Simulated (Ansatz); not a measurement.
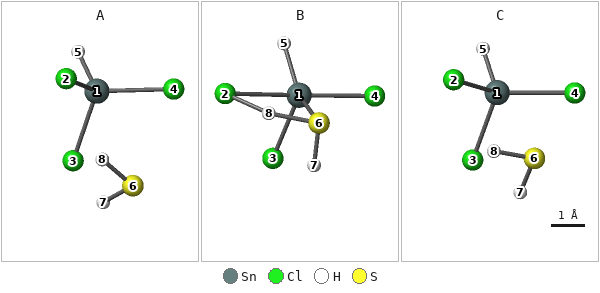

3 geometries from a converged minimum-energy path of SnH₃SCl₃, made up at the start of SnHCl₃ and H2S, shuffled. A ball-and-stick model, seen from a free direction.

The calculation used RKS B3LYP-D4/def2-SVP (Ansatz 0.2.0). Set-up: 7 movable images; climbing image; force threshold 0.03 eV/Å; iteration limit 60; starting path through a guess of the saddle point.

> Which frame is the transition state?

B. In order along the path, whose images run from 0 to 8: A (image 0, 0.0 kcal/mol), C (image 1, +3.0 kcal/mol), B (image 3, +18.3 kcal/mol). Breaking: S6–H8 (1.35 → 1.56 at the top → 2.45 Å), Sn1–Cl2 (2.35 → 2.73 at the top → 3.72 Å). Forming: Cl2–H8 (2.88 → 1.68 at the top → 1.31 Å), Sn1–S6 (4.01 → 2.62 at the top → 2.44 Å).

Limits of the set-up: the start holds two separate molecules, 2.9 Å apart at their closest, whose relative position is a soft coordinate.

Cost: 7.6 min on 4 threads of Arm Neoverse V2, with other jobs on the host, peak memory 0.33 GiB.
